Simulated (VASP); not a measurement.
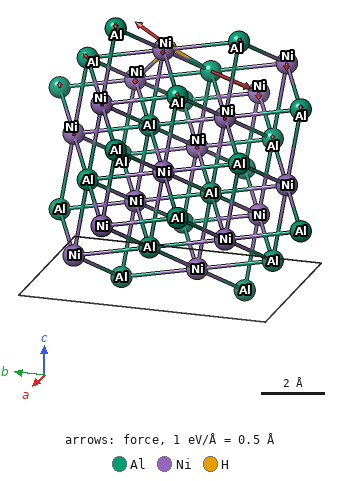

Starting geometry of a slab of composition Al16Ni16H with the computed forces as red arrows. A ball-and-stick model of the cell of the calculation, outlined in the plane, without the vacuum (origin shifted), seen from a free direction.

The run lets the atoms move in a fixed cell. 16 atoms are held fixed.

Level of theory: VASP, Kohn-Sham DFT of a periodic cell, RPBE, VASP PAW PBE potentials, recommended.

Input
```
SYSTEM = Al16Ni16H
ALGO = Normal
DIPOL = 0.5 0.5 0.465
EDIFF = 1E-6
EDIFFG = -0.03
ENCUT = 450
GGA = RP
IBRION = 2
IDIPOL = 3
ISIF = 2
ISMEAR = 1
KPAR = 4
LASPH = .TRUE.
LCHARG = .FALSE.
LDIPOL = .TRUE.
LREAL = Auto
LWAVE = .FALSE.
NCORE = 2
NELM = 80
NSW = 90
PREC = Normal
SIGMA = 0.1
```

Run as
```bash
cat potpaw_PBE.64/Al/POTCAR potpaw_PBE.64/Ni/POTCAR potpaw_PBE.64/H/POTCAR > POTCAR
mpirun -np 8 vasp_std > vasp.out
```

**Is this structure relaxed? If not, where do the atoms go?**

It isn't relaxed: the largest force vector, on an Al atom, is 2.86 eV/Å. The final displacements follow the starting forces only in part (cosine between the two patterns 0.79). After 13 geometry steps the energy has fallen by 0.582 eV per cell of the calculation. Largest force component: 2.7 eV/Å at the start, 0.55 eV/Å at the end. The largest move is that of the H atom, 0.37 Å at 52° to the normal (+c side). Largest moves by element: H 0.37 Å, Ni 0.11 Å, Al 0.10 Å. The cell stays as it was. Among the contacts that change: Al–H 1.525 → 1.964 Å, Al–Ni 2.525 → 2.429 Å, Al–Ni 2.525 → 2.453 Å, Al–Ni 2.525 → 2.593 Å. Among the angles between lasting bonds that change: Al–Ni–Al 180.0° → 172.6°, Ni–H–Ni 113.7° → 106.6°, Ni–Al–Ni 180.0° → 173.3°.

Limits of the set-up: an element that often carries a moment was run without spin polarisation.
